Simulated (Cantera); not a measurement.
Input: 1 mol MgSO4, 0.022 mol O2, held at 0.143 Torr.

Equilibrium computed with Cantera from the NASA thermochemical tables; the gas is ideal and each condensed phase is pure. Candidate condensed phases: Mg, MgO, MgS, MgSO4, S; 14 gas species. Equilibrium is a limit: real reactors are often held back by kinetics, nucleation or transport.

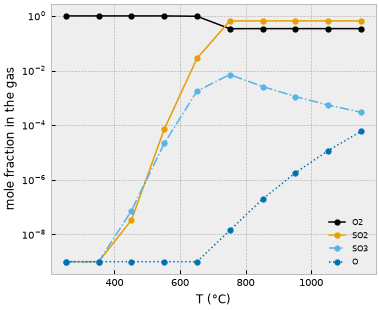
*Equilibrium gas composition (values under 1e-9 drawn at 1e-9)*

From 252 °C to 552 °C the condensed part is MgSO4(s). At 652 °C the condensed part is MgO(s) + MgSO4(s). From 752 °C to 1152 °C the condensed part is MgO(s).
